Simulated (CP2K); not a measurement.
**C2H5ClFGa (SMILES C[CH2][Ga]([F])[Cl]) at GFN1-xTB**

What is the vertical ionisation energy of C2H5ClFGa at GFN1-xTB? 

Program for the calculation: CP2K 2026.2.

4 further runs of the same task are left out: 1 that didn't finish, 3 set aside as unsound or not needed.

### 1 The system as given

C2H5ClFGa has 10 atoms, charge 0, and is taken as a singlet. As SMILES, `C[CH2][Ga]([F])[Cl]`. The shape comes from GFN2-xTB, which is rough for such elements, and wasn't checked as a minimum. This is one conformer, not always the lowest.

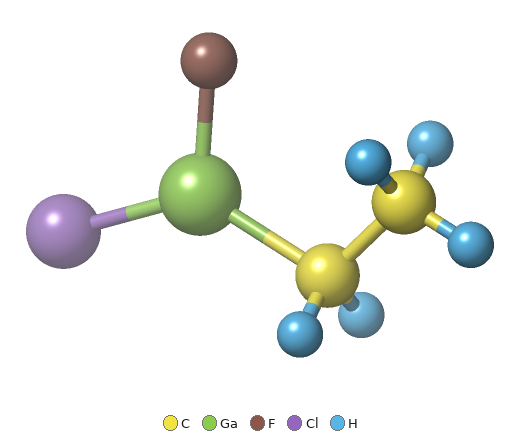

Viewed from a chosen angle; carbon yellow, gallium green, fluorine brown, chlorine purple, hydrogen blue.

### 2 The energy at GFN1-xTB

job.inp reads:

```
&GLOBAL
  PROJECT job
  RUN_TYPE ENERGY
  PRINT_LEVEL MEDIUM
&END GLOBAL
&FORCE_EVAL
  METHOD Quickstep
  &DFT
    CHARGE 0
    MULTIPLICITY 1
    &QS
      METHOD XTB
      EPS_DEFAULT 1.0E-10
      &XTB
        GFN_TYPE TBLITE
        &TBLITE
          METHOD GFN1
        &END TBLITE
        CHECK_ATOMIC_CHARGES F
      &END XTB
    &END QS
    &POISSON
      PERIODIC NONE
      POISSON_SOLVER ANALYTIC
    &END POISSON
    &SCF
      SCF_GUESS ATOMIC
      EPS_SCF 1.0E-06
      MAX_SCF 150
      ADDED_MOS 4
      &DIAGONALIZATION
        ALGORITHM STANDARD
      &END DIAGONALIZATION
      &MIXING
        METHOD DIRECT_P_MIXING
        ALPHA 0.4
      &END MIXING
      &SMEAR ON
        METHOD FERMI_DIRAC
        ELECTRONIC_TEMPERATURE [K] 300
      &END SMEAR
    &END SCF
    &PRINT
      &MOMENTS
        PERIODIC F
        REFERENCE COM
        MAX_MOMENT 1
      &END MOMENTS
      &MO ON
        ENERGIES T
        OCCUPATION_NUMBERS T
        NDIGITS 6
        &EACH
          QS_SCF 0
        &END EACH
        ADD_LAST NUMERIC
      &END MO
      &HIRSHFELD OFF
      &END HIRSHFELD
    &END PRINT
  &END DFT
  &SUBSYS
    &CELL
      ABC [angstrom] 10.9 12.6 11.6
      PERIODIC NONE
    &END CELL
    &COORD
      C      0.237820    -1.130000     0.681890
      C      0.452530     0.367440     0.528360
      Ga    -0.571020     1.062060    -1.130150
      F     -1.406060    -0.249710    -1.988280
      Cl    -0.860590     2.933940    -2.038710
      H     -0.819790    -1.358320     0.813450
      H      0.784320    -1.500490     1.549080
      H      0.586610    -1.663040    -0.202400
      H      1.508290     0.614950     0.390640
      H      0.087890     0.923170     1.396110
    &END COORD
    &TOPOLOGY
      &CENTER_COORDINATES
      &END CENTER_COORDINATES
    &END TOPOLOGY
  &END SUBSYS
&END FORCE_EVAL
```

Started as:

```
$ OMP_NUM_THREADS=1 cp2k.psmp -i job.inp > job.out 2>&1
```

The log of the run:

```text
CP2K| version string:                                       CP2K version 2026.2
[...]
 GLOBAL| Method name                                                        CP2K
[...]
 GLOBAL| Run type                                                         ENERGY
[...]
                             - Atoms:                                         10
[...]
                             - Spherical basis functions:                     40
[...]
 Number of electrons:                                                         30
[...]
  *** SCF run converged in    13 steps ***
[...]
  Fermi energy:                                                -0.27716158882385
[...]
 TB_DIPOLE| Moment [Debye]          1.78714905       0.69067201       2.40096861
 TB_DIPOLE| Derivative [a.u.]       0.00000000       0.00000000       0.00000000
[...]
 ENERGY| Total FORCE_EVAL ( QS ) energy [hartree]            -17.734817506518365
[...]
```

It took 1.1 s on 1 thread of Intel Xeon Platinum 8488C (Sapphire Rapids), shared host; peak memory 0.19 GiB.

### 3 The doublet cation

job.inp reads:

```
&GLOBAL
   PROJECT_NAME job
   RUN_TYPE ENERGY
   PRINT_LEVEL MEDIUM
&END GLOBAL

&FORCE_EVAL
   METHOD QS
   &DFT
      CHARGE 1
      MULTIPLICITY 2
      UNRESTRICTED_KOHN_SHAM T
      &QS
         METHOD XTB
         EPS_DEFAULT 1.0E-10
         &XTB
            GFN_TYPE TBLITE
            &TBLITE
               METHOD GFN1
            &END TBLITE
            CHECK_ATOMIC_CHARGES F
         &END XTB
      &END QS
      ! isolated system
      &POISSON
         PERIODIC NONE
         POISSON_SOLVER ANALYTIC
      &END POISSON
      ! self-consistent field
      &SCF
         SCF_GUESS ATOMIC
         EPS_SCF 1.0E-06
         MAX_SCF 150
         ADDED_MOS 4
         &DIAGONALIZATION
            ALGORITHM STANDARD
         &END DIAGONALIZATION
         &MIXING
            METHOD DIRECT_P_MIXING
            ALPHA 0.4
         &END MIXING
      &END SCF
      ! extra output
      &PRINT
         &MOMENTS
            PERIODIC F
            REFERENCE COM
            MAX_MOMENT 1
         &END MOMENTS
         &MO ON
            ENERGIES T
            OCCUPATION_NUMBERS T
            NDIGITS 6
            &EACH
               QS_SCF 0
            &END EACH
            ADD_LAST NUMERIC
         &END MO
         &HIRSHFELD OFF
         &END HIRSHFELD
      &END PRINT
   &END DFT
   ! atoms, cell and kinds
   &SUBSYS
      &CELL
         ABC 10.9 12.6 11.6
         PERIODIC NONE
      &END CELL
      &COORD
         C      0.237820    -1.130000     0.681890
         C      0.452530     0.367440     0.528360
         Ga    -0.571020     1.062060    -1.130150
         F     -1.406060    -0.249710    -1.988280
         Cl    -0.860590     2.933940    -2.038710
         H     -0.819790    -1.358320     0.813450
         H      0.784320    -1.500490     1.549080
         H      0.586610    -1.663040    -0.202400
         H      1.508290     0.614950     0.390640
         H      0.087890     0.923170     1.396110
      &END COORD
      &TOPOLOGY
         &CENTER_COORDINATES
         &END CENTER_COORDINATES
      &END TOPOLOGY
   &END SUBSYS
&END FORCE_EVAL
```

Started as:

```
$ OMP_NUM_THREADS=1 cp2k.psmp job.inp > job.out
```

The log of the run:

```text
CP2K| version string:                                       CP2K version 2026.2
[...]
 GLOBAL| Method name                                                        CP2K
[...]
 GLOBAL| Run type                                                         ENERGY
[...]
                             - Atoms:                                         10
[...]
                             - Spherical basis functions:                     40
[...]
 Number of electrons:                                                         15
[...]
  *** SCF run converged in    21 steps ***
[...]
  Fermi energy:                                                -0.63020735654896
[...]
 TB_DIPOLE| Moment [Debye]          3.18974154      -0.04340346       4.64107626
 TB_DIPOLE| Derivative [a.u.]       0.00000000       0.00000000       0.00000000
[...]
 ENERGY| Total FORCE_EVAL ( QS ) energy [hartree]            -17.207425669562351
[...]
```

Run time: 1.1 s. Hardware: 1 thread of Intel Xeon Platinum 8488C (Sapphire Rapids), shared host; peak memory 0.19 GiB.

### 4 Outcome

Level: GFN1-xTB.

| quantity | value |
| --- | --- |
| singlet C2H5ClFGa: total energy | -17.73482 Eh |
| singlet C2H5ClFGa: dipole moment (from atomic charges alone) | 3.07 D |
| singlet C2H5ClFGa: HOMO energy | -11.74 eV |
| singlet C2H5ClFGa: LUMO energy | -6.65 eV |
| singlet C2H5ClFGa: HOMO–LUMO gap | 5.09 eV |
| doublet cation: total energy | -17.20743 Eh |
| doublet cation: HOMO energy (highest over α and β) | -17.32 eV |
| doublet cation: LUMO energy (lowest over α and β) | -16.98 eV |
| vertical ionisation energy (to the doublet cation) | 14.351 eV |

What this shows: Removing an electron at fixed nuclei costs 14.35 eV (331 kcal/mol). No empirical shift is applied, and without it xTB methods put this difference several eV too high. The dipole (singlet C2H5ClFGa) comes from point charges on the atoms alone, without atomic dipoles, so it is partial.
